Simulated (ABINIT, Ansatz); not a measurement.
## Converging GW for PbO (P4/nmm) in ABINIT

What does each rung of G0W0 on PbO (P4/nmm) cost, and what does it buy?

Method: PBE and many-body steps on it, plane waves, in ABINIT 10.8.3.

The database entry behind the starting cell differs from later determinations by our own check (c about 1 % long), so it need not match the best structure at ambient conditions.

## (1) Starting point

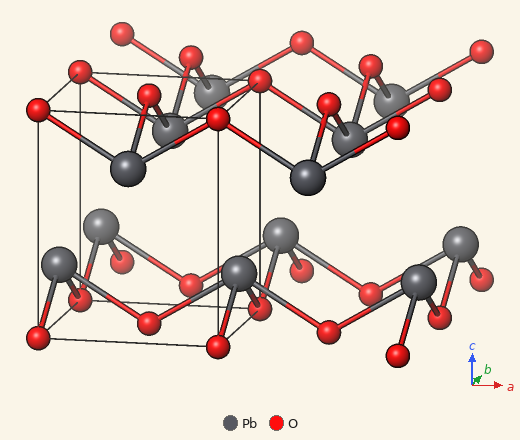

Start, viewed slightly off an axis; lead dark grey, oxygen red. 2×2×1 cells are drawn. Some periodic images of atoms are drawn too.

The cell and positions come from the Crystallography Open Database and are kept as given unless a step says otherwise. Spin-orbit coupling is left out unless a step names it.

## (2) Empty states on the mesh, 4×4×4 mesh, 264 bands

This step: ABINIT 10.8.3; DFT, PBE, plane waves, norm-conserving pseudopotentials.

The sums over transitions need many empty states on a uniform mesh; this step solves for them.

run.abi

```
acell 3*1.0 Angstrom
rprim 
  3.974800000000 0.000000000000 0.000000000000
  0.000000000000 3.974800000000 0.000000000000
  0.000000000000 0.000000000000 5.022700000000
ntypat 2
znucl 82 8
natom 4
typat 1 1 2 2
xred 
  0.000000000000 0.500000000000 0.238514000000
  0.500000000000 0.000000000000 0.761486000000
  0.000000000000 0.000000000000 0.000000000000
  0.500000000000 0.500000000000 0.000000000000
pp_dirpath "pseudos"
pseudos "Pb.upf, O.upf"
ecut 36
ngkpt 4 4 4
nshiftk 1
shiftk 0 0 0
kptopt 1
chksymbreak 0
irdden 1
istwfk *1
nband 264
prtvol 0
optdriver 6
gwr_task "HDIAGO"
paral_kgb 0
occopt 1
indata_prefix "in"
outdata_prefix "out"
tmpdata_prefix "tmp"
```

Command:

```sh
OMP_NUM_THREADS=1 mpirun -n 8 abinit run.abi > log
```

The program printed:

```text
.Version 10.8.3 of ABINIT. v10.8.2 released Aug 2026.

 Symmetries : space group P4/n m m (#129); Bravais tP (primitive tetrag.)
[... echo of the input left out ...]
== DATASET  1 ==================================================================
-   mpi_nproc: 8, omp_nthreads: 1 (-1 if OMP is not activated)

--- !DatasetInfo
iteration_state: {dtset: 1, }
dimensions: {natom: 4, nkpt: 18, mband: 264, nsppol: 1, nspinor: 1, nspden: 1, mpw: 5556, }
cutoff_energies: {ecut:  36.0, pawecutdg:  -1.0, }
[...]
Indirect band gap semiconductor
 Fundamental gap:     1.154 (eV)
   VBM:     3.759 (eV) at k: [ 0.0000E+00,  0.0000E+00,  0.0000E+00]
   CBM:     4.913 (eV) at k: [ 5.0000E-01,  5.0000E-01,  0.0000E+00]
 Direct gap:         2.145 (eV) at k: [ 5.0000E-01,  5.0000E-01,  0.0000E+00]

== END DATASET(S) ==============================================================
================================================================================

 -outvars: echo values of variables after computation  --------
           etotal      0.0000000000E+00
            nband         264
             nkpt          18
          spgroup         129
 [... the other variables as echoed above ...]

 Calculation completed.
```

Run time: 4.9 min. Hardware: 8 MPI ranks of Arm Neoverse V2, shared host; peak memory 14 GiB.

This step gave:

```yaml
gap: 1.154 eV
k_of_the_valence_top: 0, 0, 0
k_of_the_conduction_bottom: 0.5, 0.5, 0
least_direct_gap: 2.145 eV
k_points_computed: 18
lowest_point_of_the_top_converged_band_above_the_valence_top: 110.1637 eV
```

On this mesh the gap is 1.154 eV.

The density comes from a self-consistent run that is not shown.

## (3) Screening, 4×4×4 mesh, 49 bands, screening to 76.2 eV

The RPA dielectric matrix is built and inverted for each q.

This step: RPA screening on PBE, plane waves, norm-conserving pseudopotentials.

Edit run.abi of step 2 so:

```diff
@@ -22,10 +22,11 @@
 chksymbreak 0
-irdden 1
 istwfk *1
-nband 264
-prtvol 0
-optdriver 6
-gwr_task "HDIAGO"
-paral_kgb 0
 occopt 1
+irdwfk 1
+optdriver 3
+nband 49
+ecuteps 2.8
+inclvkb 2
+awtr 1
+symchi 1
 indata_prefix "in"
```

The program printed:

```text
.Version 10.8.3 of ABINIT. v10.8.2 released Aug 2026.

 Symmetries : space group P4/n m m (#129); Bravais tP (primitive tetrag.)
[... echo of the input left out ...]
== DATASET  1 ==================================================================
-   mpi_nproc: 8, omp_nthreads: 1 (-1 if OMP is not activated)

--- !DatasetInfo
iteration_state: {dtset: 1, }
dimensions: {natom: 4, nkpt: 18, mband: 49, nsppol: 1, nspinor: 1, nspden: 1, mpw: 5556, }
cutoff_energies: {ecut:  36.0, pawecutdg:  -1.0, }
electrons: {nelect:   4.00000000E+01, charge:   0.00000000E+00, occopt:   1.00000000E+00, tsmear:   1.00000000E-02, }

 SCREENING: Calculation of the susceptibility and dielectric matrices

 Based on a program developped by R.W. Godby, V. Olevano, G. Onida, and L. Reining.
 Incorporated in ABINIT by V. Olevano, G.-M. Rignanese, and M. Torrent.
.Using double precision arithmetic ; gwpc =  8

[... cell and pseudopotentials left out ...]
--------------------------------------------------------------------------------

 ==== K-mesh for the wavefunctions ====
 Number of points in the irreducible wedge :    18
[... list of points left out ...]
 Together with 16 symmetry operations and time-reversal symmetry
 yields    64 points in the full Brillouin Zone.

 ==== Q-mesh for the screening function ====
 Number of points in the irreducible wedge :    18
[... list of points left out ...]
 Together with 16 symmetry operations and time-reversal symmetry
 yields    64 points in the full Brillouin Zone.

 setmesh: FFT mesh size selected  =    30x   30x   36
          total number of points  =        32400

 vcoul_init : cutoff-mode = AUXILIARY_FUNCTION
 q-points for optical limit:   1
     1)      0.000010    0.000020    0.000030

- screening: taking advantage of time-reversal symmetry
- Maximum band index for partially occupied states nbvw = 20
- Remaining bands to be divided among processors   nbcw = 29
- Number of bands treated by each node ~3

 Number of electrons calculated from density =   40.0000; Expected =   40.0000
 average of density, n =  0.074696
 r_s =    1.4730
 omega_plasma =   26.3635 [eV]

 calculating chi0 at frequencies [eV] :
  1    0.000000E+00    0.000000E+00
  2    0.000000E+00    2.636352E+01

--------------------------------------------------------------------------------
  q-point number  1        q = ( 0.000000, 0.000000, 0.000000) [r.l.u.]
--------------------------------------------------------------------------------
[... chi0 elements left out ...]
 For q-point:  0.000010 0.000020 0.000030
  dielectric constant =   6.3505
  dielectric constant without local fields =   7.1081

  Average fulfillment of the sum rule on Im[epsilon] for q-point    1 :     33.09  [%]
[... wings left out ...]
  q-point number  2        q = ( 0.250000, 0.000000, 0.000000) [r.l.u.]
--------------------------------------------------------------------------------
[... chi0 elements left out ...]
  Average fulfillment of the sum rule on Im[epsilon] for q-point    2 :     52.68  [%]

 [... 16 further q-points ...]
```

Wall time 27 s (8 MPI ranks); peak memory 2.8 GiB; 3.6 min of CPU time.

This step gave:

```
ε∞ with local fields, on this mesh, along the program's q direction : 6.351
the same without local fields                                       : 7.108
plasma frequency                                                    : 26.36 eV
plane waves in the screening matrix                                 : 127
```

Local fields lower ε∞ by 11 %. On a Γ-centred mesh this coarse the value itself is usually too large, while a short band sum pulls it down.

## (4) 49 bands, 76.2 eV

The self-energy is evaluated for the states that the input lists, and the levels follow from it, in one-shot runs by the linearised quasiparticle equation.

This step: G0W0 on PBE, plane waves, norm-conserving pseudopotentials.

Edit run.abi of step 3 so:

```diff
@@ -25,8 +25,17 @@
 irdwfk 1
-optdriver 3
+optdriver 4
 nband 49
+gwcalctyp 0
+ecutsigx 36
+symsigma 1
+nkptgw 2
+kptgw 
+  0.0000000000 0.0000000000 0.0000000000
+  0.5000000000 0.5000000000 0.0000000000
+bdgw 
+  18 22
+  19 22
 ecuteps 2.8
-inclvkb 2
-awtr 1
-symchi 1
+irdscr 1
+ppmodel 1
 indata_prefix "in"
```

The program printed:

```text
.Version 10.8.3 of ABINIT. v10.8.2 released Aug 2026.

 Symmetries : space group P4/n m m (#129); Bravais tP (primitive tetrag.)
[... echo of the input left out ...]
== DATASET  1 ==================================================================
-   mpi_nproc: 8, omp_nthreads: 1 (-1 if OMP is not activated)

--- !DatasetInfo
iteration_state: {dtset: 1, }
dimensions: {natom: 4, nkpt: 18, mband: 49, nsppol: 1, nspinor: 1, nspden: 1, mpw: 5556, }
cutoff_energies: {ecut:  36.0, pawecutdg:  -1.0, }
electrons: {nelect:   4.00000000E+01, charge:   0.00000000E+00, occopt:   1.00000000E+00, tsmear:   1.00000000E-02, }

 SIGMA: Calculation of the GW corrections

 Based on a program developped by R.W. Godby, V. Olevano, G. Onida, and L. Reining.
 Incorporated in ABINIT by V. Olevano, G.-M. Rignanese, and M. Torrent.
.Using double precision arithmetic ; gwpc =  8

[... cell and pseudopotentials left out ...]
--------------------------------------------------------------------------------

 ==== K-mesh for the wavefunctions ====
 Number of points in the irreducible wedge :    18
[... list of points left out ...]
 Together with 16 symmetry operations and time-reversal symmetry
 yields    64 points in the full Brillouin Zone.

 ==== Q-mesh for screening function ====
 Number of points in the irreducible wedge :    18
[... list of points left out ...]
 Together with 16 symmetry operations and time-reversal symmetry
 yields    64 points in the full Brillouin Zone.

 vcoul_init : cutoff-mode = AUXILIARY_FUNCTION
 q-points for optical limit:   1
     1)      0.000010    0.000020    0.000030
 setmesh: FFT mesh size selected  =    48x   48x   60
          total number of points  =       138240

 Number of electrons calculated from density =   40.0000; Expected =   40.0000
 average of density, n =  0.074696
 r_s =    1.4730
 omega_plasma =   26.3635 [eV]

 === KS Band Gaps ===
  >>>> For spin  1
   Minimum direct gap =   2.1454 [eV], located at k-point      :   0.5000  0.5000  0.0000
   Fundamental gap    =   1.1541 [eV], Top of valence bands at :   0.0000  0.0000  0.0000
                                       Bottom of conduction at :   0.5000  0.5000  0.0000
 SIGMA fundamental parameters:
 PLASMON POLE MODEL  1
 number of plane-waves for SigmaX                 5533
 number of plane-waves for SigmaC and W            127
 number of plane-waves for wavefunctions          5533
 number of bands                                    49
 number of independent spin polarizations            1
 number of spinorial components                      1
 number of k-points in IBZ                          18
 number of q-points in IBZ                          18
 number of symmetry operations                      16
 number of k-points in BZ                           64
 number of q-points in BZ                           64
 number of frequencies for dSigma/dE                 9
 frequency step for dSigma/dE [eV]                0.25
 number of omega for Sigma on real axis              0
 max omega for Sigma on real axis  [eV]           0.00
 zcut for avoiding poles [eV]                     0.10

 EPSILON^-1 parameters (SCR file):
 dimension of the eps^-1 matrix on file            127
 dimension of the eps^-1 matrix used               127
 number of plane-waves for wavefunctions          5533
 number of bands                                    49
 number of q-points in IBZ                          18
 number of frequencies                               2
 number of real frequencies                          1
 number of imag frequencies                          1

 matrix elements of self-energy operator (all in [eV])

 Perturbative Calculation

--- !SelfEnergy_ee
iteration_state: {dtset: 1, }
kpoint     : [   0.000,    0.000,    0.000, ]
spin       : 1
KS_gap     :    2.390
QP_gap     :    2.583
Delta_QP_KS:    0.193
data: !SigmaeeData |
     Band     E0 <VxcDFT>   SigX SigC(E0)      Z dSigC/dE  Sig(E)    E-E0       E
       18   2.152 -19.487 -24.441   5.421   0.743  -0.345 -19.139   0.347   2.499
       19   2.152 -19.487 -24.441   5.421   0.743  -0.345 -19.139   0.347   2.499
       20   3.759 -17.584 -20.215   3.049   0.781  -0.281 -17.258   0.326   4.085
       21   6.149 -11.800  -8.641  -2.533   0.828  -0.208 -11.281   0.519   6.668
       22   9.320 -10.679  -7.064  -2.906   0.826  -0.211 -10.094   0.585   9.905

--- !SelfEnergy_ee
iteration_state: {dtset: 1, }
kpoint     : [   0.500,    0.500,    0.000, ]
spin       : 1
KS_gap     :    2.145
QP_gap     :    1.923
Delta_QP_KS:   -0.223
data: !SigmaeeData |
     Band     E0 <VxcDFT>   SigX SigC(E0)      Z dSigC/dE  Sig(E)    E-E0       E
       19   2.767 -20.296 -24.946   5.367   0.744  -0.345 -19.762   0.534   3.301
       20   2.767 -20.296 -24.946   5.367   0.744  -0.345 -19.762   0.534   3.301
       21   4.913  -9.611  -6.778  -2.458   0.831  -0.204  -9.300   0.311   5.224
       22   4.913  -9.611  -6.778  -2.458   0.831  -0.204  -9.300   0.311   5.224

== END DATASET(S) ==============================================================
================================================================================

 -outvars: echo values of variables after computation  --------
           etotal      0.0000000000E+00
            nband          49
             nkpt          18
          spgroup         129
 [... the other variables as echoed above ...]

 Calculation completed.
```

It took 4.3 s on 8 MPI ranks; peak memory 2.2 GiB.

Numbers from this step:

- G0W0 gap on the points computed: 1.139 eV
- starting gap on the mesh: 1.154 eV
- k of the valence top: 0, 0, 0
- k of the conduction bottom: 0.5, 0.5, 0
- Z at the valence top: 0.781
- Z at the conduction bottom: 0.831
- least direct G0W0 gap on the computed points: 1.923 eV

The gap on the mesh goes from 1.15 eV to 1.14 eV, a correction of −0.02 eV.

## (5) Screening, 4×4×4 mesh, 116 bands, screening to 141.5 eV

This step: RPA screening on PBE, plane waves, norm-conserving pseudopotentials.

Edit run.abi of step 4 so:

```diff
@@ -25,17 +25,8 @@
 irdwfk 1
-optdriver 4
-nband 49
-gwcalctyp 0
-ecutsigx 36
-symsigma 1
-nkptgw 2
-kptgw 
-  0.0000000000 0.0000000000 0.0000000000
-  0.5000000000 0.5000000000 0.0000000000
-bdgw 
-  18 22
-  19 22
-ecuteps 2.8
-irdscr 1
-ppmodel 1
+optdriver 3
+nband 116
+ecuteps 5.2
+inclvkb 2
+awtr 1
+symchi 1
 indata_prefix "in"
```

The program printed:

```text
.Version 10.8.3 of ABINIT. v10.8.2 released Aug 2026.

 Symmetries : space group P4/n m m (#129); Bravais tP (primitive tetrag.)
[... echo of the input left out ...]
== DATASET  1 ==================================================================
-   mpi_nproc: 8, omp_nthreads: 1 (-1 if OMP is not activated)

--- !DatasetInfo
iteration_state: {dtset: 1, }
dimensions: {natom: 4, nkpt: 18, mband: 116, nsppol: 1, nspinor: 1, nspden: 1, mpw: 5556, }
cutoff_energies: {ecut:  36.0, pawecutdg:  -1.0, }
electrons: {nelect:   4.00000000E+01, charge:   0.00000000E+00, occopt:   1.00000000E+00, tsmear:   1.00000000E-02, }

 SCREENING: Calculation of the susceptibility and dielectric matrices

 Based on a program developped by R.W. Godby, V. Olevano, G. Onida, and L. Reining.
 Incorporated in ABINIT by V. Olevano, G.-M. Rignanese, and M. Torrent.
.Using double precision arithmetic ; gwpc =  8

[... cell and pseudopotentials left out ...]
--------------------------------------------------------------------------------

 ==== K-mesh for the wavefunctions ====
 Number of points in the irreducible wedge :    18
[... list of points left out ...]
 Together with 16 symmetry operations and time-reversal symmetry
 yields    64 points in the full Brillouin Zone.

 ==== Q-mesh for the screening function ====
 Number of points in the irreducible wedge :    18
[... list of points left out ...]
 Together with 16 symmetry operations and time-reversal symmetry
 yields    64 points in the full Brillouin Zone.

 setmesh: FFT mesh size selected  =    30x   30x   36
          total number of points  =        32400

 vcoul_init : cutoff-mode = AUXILIARY_FUNCTION
 q-points for optical limit:   1
     1)      0.000010    0.000020    0.000030

- screening: taking advantage of time-reversal symmetry
- Maximum band index for partially occupied states nbvw = 20
- Remaining bands to be divided among processors   nbcw = 96
- Number of bands treated by each node ~12

 Number of electrons calculated from density =   40.0000; Expected =   40.0000
 average of density, n =  0.074696
 r_s =    1.4730
 omega_plasma =   26.3635 [eV]

 calculating chi0 at frequencies [eV] :
  1    0.000000E+00    0.000000E+00
  2    0.000000E+00    2.636352E+01

--------------------------------------------------------------------------------
  q-point number  1        q = ( 0.000000, 0.000000, 0.000000) [r.l.u.]
--------------------------------------------------------------------------------
[... chi0 elements left out ...]
 For q-point:  0.000010 0.000020 0.000030
  dielectric constant =   6.3157
  dielectric constant without local fields =   7.2533

  Average fulfillment of the sum rule on Im[epsilon] for q-point    1 :     75.18  [%]
[... wings left out ...]
  q-point number  2        q = ( 0.250000, 0.000000, 0.000000) [r.l.u.]
--------------------------------------------------------------------------------
[... chi0 elements left out ...]
  Average fulfillment of the sum rule on Im[epsilon] for q-point    2 :    100.04  [%]

 [... 16 further q-points ...]
```

Run time: 99 s. Hardware: 8 MPI ranks; peak memory 3.5 GiB.

Numbers from this step:

```yaml
eps_infinity_with_local_fields_on_this_mesh_along_the_program_s_q_direction: 6.316
the_same_without_local_fields: 7.253
plasma_frequency: 26.36 eV
plane_waves_in_the_screening_matrix: 293
```

(Continued in part 2 of 2.)

[Paths, hosts, dates, memory and timing lines, banners, echoed tables and standing remarks are left out of the program output.]

[Logs are printed without paths, hosts, clocks, repeated set-up lines and the standing remarks that a program may print on its own settings, such as how far it seeks lower states.]

[Runs of the session that timed out or met a known fault of the program may be left out.]

[Hosts, paths, dates, database ids (printed as entryN), source tags and the programs' standing remarks are cut or masked in the printed files.]

[G0W0 gaps are taken among the corrected bands and points alone; a level outside them can change the order at an edge.]

[Where Ansatz stands beside ABINIT at settings called matched, ABINIT's density can come from a denser mesh and the files from another edition; pairs whose starting gaps differed by over 0.03 eV were left out, so agreement reads better than it is.]
